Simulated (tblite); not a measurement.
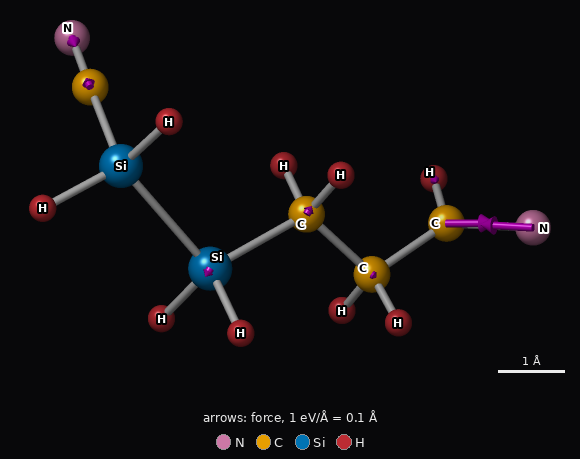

Starting geometry of C4H9N2Si2 (multiplicity 2) with the computed forces as purple arrows. The picture is a ball-and-stick view, seen at a tilt.

All numbers below come from GFN2-xTB geometry optimisation, gas phase in tblite 0.8.0. 

### What follows when this structure is relaxed?

It isn't relaxed: the largest force vector, on an N atom, is 8.98 eV/Å. The final displacements follow the starting forces only in part (cosine between the two patterns 0.46). Over 59 geometry steps the energy falls by 1.502 eV. The largest move after the best rigid fit is that of an N atom, 0.23 Å. By element the largest moves are N 0.23 Å, H 0.18 Å, C 0.08 Å, Si 0.05 Å. Near-neighbour distances that change, for instance: C–N 1.447 → 1.217 Å, C–Si 1.858 → 1.913 Å, C–C 1.493 → 1.527 Å, H–Si 1.495 → 1.468 Å. Bond angles that change, for instance: C–Si–H 111.5° → 103.5°, C–Si–H 111.7° → 104.1°, C–C–H 118.9° → 111.6°. Cost: 0.4 s on 1 thread of Arm Neoverse V2 (shared host).
